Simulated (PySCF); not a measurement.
The calculation's input:

```
{"job": {"kind": "uv", "xc": "PBE0", "basis": "def2-SVPD", "ip": true}, "charge": 0, "multiplicity": 1}
C     -2.038301    -0.702971    -0.060853
C     -2.209350     0.676546     0.136429
C     -1.110595     1.520808     0.230682
C      0.168808     0.969534     0.125201
Se     1.810177     1.873951     0.215443
C      2.633456     0.215086    -0.034412
C      1.748139    -0.805373    -0.157180
C      0.362959    -0.418948    -0.073062
C     -0.768466    -1.248784    -0.164766
H     -2.915155    -1.350468    -0.132554
H     -3.216375     1.092389     0.217241
H     -1.248082     2.593498     0.384498
H      3.720538     0.143177    -0.068425
H      2.058235    -1.841529    -0.308828
H     -0.637177    -2.322878    -0.318257
```

Run with:

```sh
OMP_NUM_THREADS=1 python probes_run.py task.json out
```

Geometry: PBE0-D3(BJ)/def2-SVP.

Computed with PBE0/def2-SVPD, SCF density, gas phase in PySCF 2.14.0.

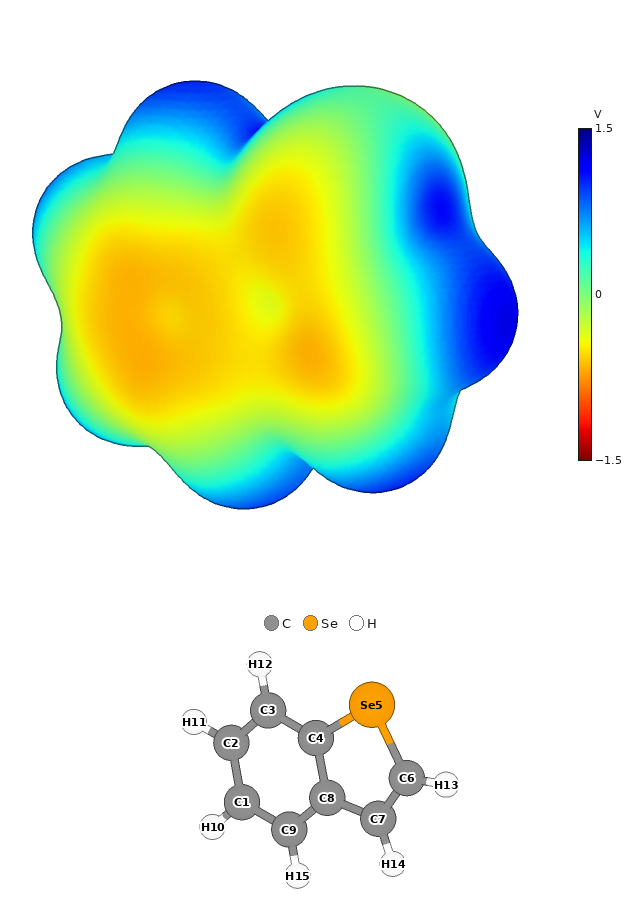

C8H6Se. The molecular electrostatic potential painted on the density surface at 0.002 e/bohr³, seen at a tilt; the colour scale runs from red (negative) to blue (positive). The bare structure is drawn below in the same view.

Where is the surface potential most negative and most positive?

Answer. The most negative region (about −0.7 V) lies over the π face of the C atoms, the most positive (about +1.2 V) over H13.
